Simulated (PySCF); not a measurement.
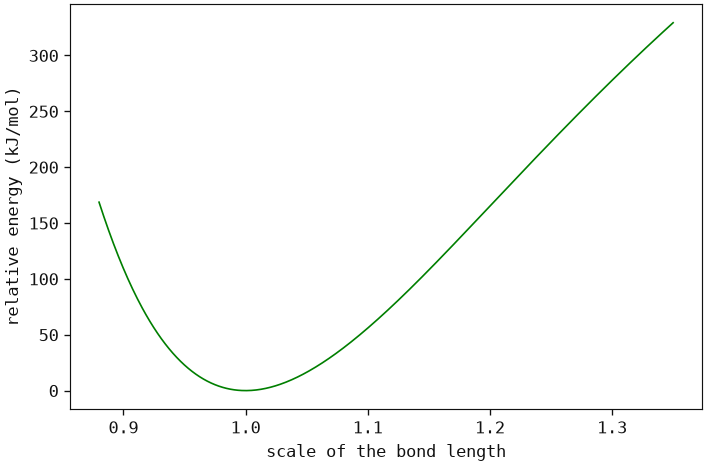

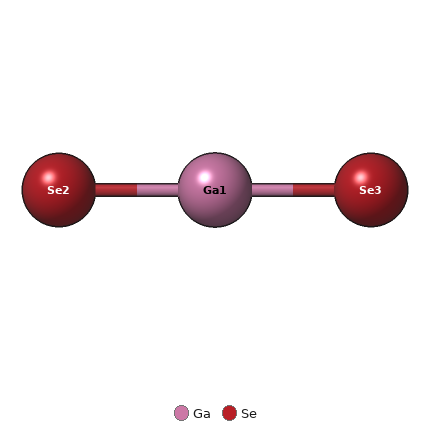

Rigid scan of GaSe₂⁻, singlet, from a minimum of the shape that electron-pair counting expects: all bonds to atom 1 scaled (atom 1 is the central atom). B3LYP/def2-SVPD in PySCF 2.14.0, restricted determinant, no spin-orbit coupling; energies counted from the minimum. Splines pass through the computed points.

> What does it cost to go to either end of the scan?

168.7 kJ/mol at 0.88 and 329.3 kJ/mol at 1.35.

> Give the values at the computed points.

In kJ/mol:
```
scale of the bond length  B3LYP
                    0.88  168.7
                    0.92   65.0
                    0.96   14.1
                    1.00    0.0
                    1.04   10.8
                    1.08   38.2
                    1.14   96.9
                    1.22  188.3
                    1.35  329.3
```

Caveats: no scalar relativity; double-zeta basis on some or all atoms.
